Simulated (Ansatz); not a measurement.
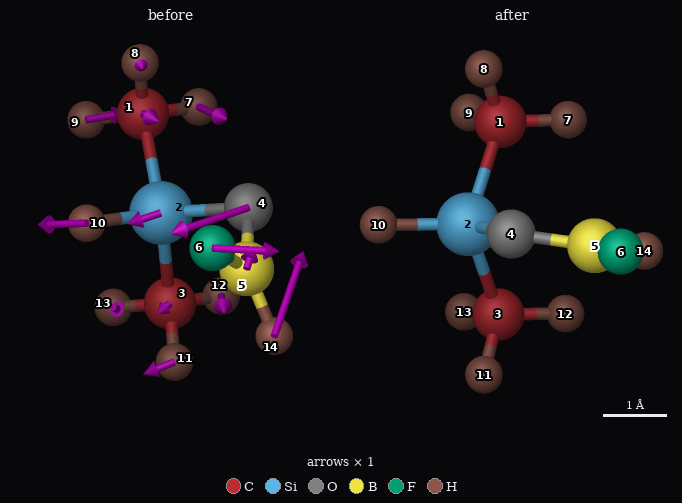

The structure of C2H8BFOSi before (left) and after (right) a relaxation, at one scale. The purple arrows give the displacements, at their true length.

A ball-and-stick model, seen from a free direction.

The run prepares the start of a later molecular dynamics calculation, from a guessed geometry.

All numbers below come from RKS B3LYP-D4/STO-3G (Ansatz). (no spin polarisation; force threshold 0.02 eV/Å; at most 40 steps)

Question: What changed between the two?

Answer: The relaxation stopped without meeting its thresholds, so the last structure isn't shown to be converged. It used up its limit of 40 steps. The largest move after the best rigid fit is that of H14, 1.71 Å. By element the largest moves are H 1.71 Å, O 1.48 Å, F 1.10 Å, Si 0.57 Å, B 0.42 Å, C 0.40 Å. Among the contacts that change: B5–F6 1.467 → 1.328 Å, O4–B5 1.443 → 1.357 Å, Si2–O4 1.654 → 1.711 Å, Si2–H10 1.498 → 1.447 Å. Bond angles that change, for instance: Si2–O4–B5 110.1° → 123.0°, H7–C1–H9 114.3° → 107.8°, O4–Si2–H10 110.7° → 104.7°. Groups turn about Si2–O4 by about 130°, O4–B5 by about 90°. After 31 accepted moves (39 points after the start) the energy has fallen by 135.5 kJ/mol. Largest force component: 4.9 eV/Å at the start, 0.2 eV/Å at the end. The line search rejected the trial steps at points 4, 11, 20, 21, 23, 32, 33, 35 of the run. The run took 4.6 min on 1 thread of Arm Neoverse N1, on a shared host, peak memory 0.19 GiB.

Limits of the set-up: STO-3G is a minimal basis, so the numbers are rough.
